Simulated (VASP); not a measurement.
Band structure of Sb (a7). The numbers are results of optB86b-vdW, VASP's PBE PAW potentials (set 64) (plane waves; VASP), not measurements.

Unless said otherwise, spin-orbit coupling is left out, though it shifts the bands of the heavy elements here.

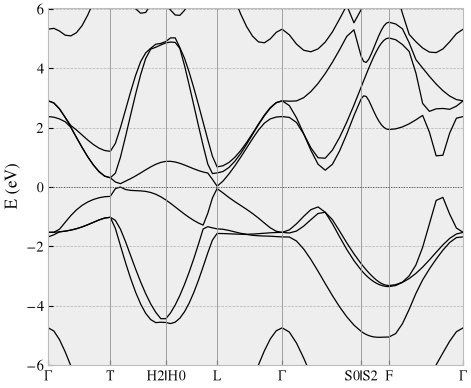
Fig. 1. Bands along high-symmetry lines, zero at the valence-band maximum or, without a gap, the Fermi level

Question: Read the plot: is there a gap, and where are the band edges?

Answer: The gap is indirect, 0.03 eV, from the valence maximum at T-H2 at 0.18 to the conduction minimum at L. (Edges off the drawn lines would not show.)

The compound is Sb in the a7 structure. It was relaxed first.
